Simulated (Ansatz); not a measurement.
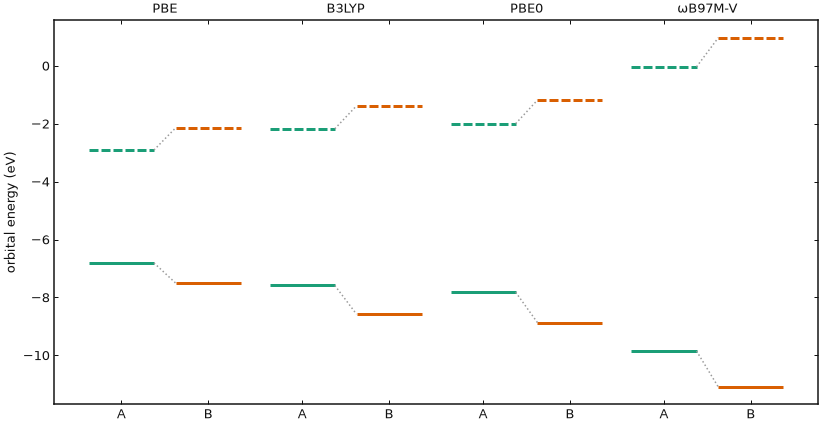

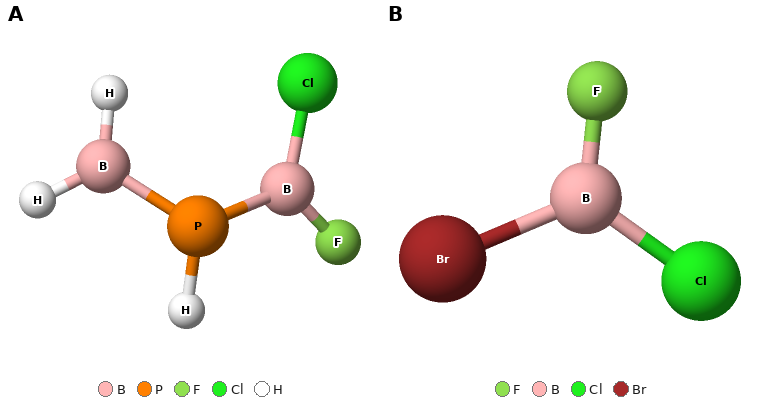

One change: A, B₂PH₃ClF (SMILES BPB(F)Cl), becomes B, BBrClF (SMILES FB(Cl)Br). BPH₃ (bound through P) on B is replaced by Br. HOMO (solid) and LUMO (dashed) computed in def2-TZVPP at PBE0-D4/def2-TZVP geometries, both minima by their frequencies, gas phase, the Ansatz code 0.2.0. Empty levels above zero depend strongly on the basis.

### What does the change do to HOMO and LUMO?

PBE: the HOMO falls by 0.70 eV, the LUMO rises by 0.77 eV, and the separation goes from 3.90 to 5.36 eV. B3LYP: the HOMO falls by 0.99 eV, the LUMO rises by 0.79 eV, and the separation goes from 5.41 to 7.20 eV. PBE0: the HOMO falls by 1.05 eV, the LUMO rises by 0.81 eV, and the separation goes from 5.82 to 7.68 eV. ωB97M-V: the HOMO falls by 1.24 eV, the LUMO rises by 1.00 eV, and the separation goes from 9.82 to 12.06 eV.

### Do the functionals agree on the effect?

They agree on the direction for both levels; the HOMO shift lies between −1.24 and −0.70 eV and the LUMO shift between 0.77 and 1.00 eV, while the separations themselves differ by up to 6.7 eV between functionals.

Caveats: one conformer of each flexible molecule.
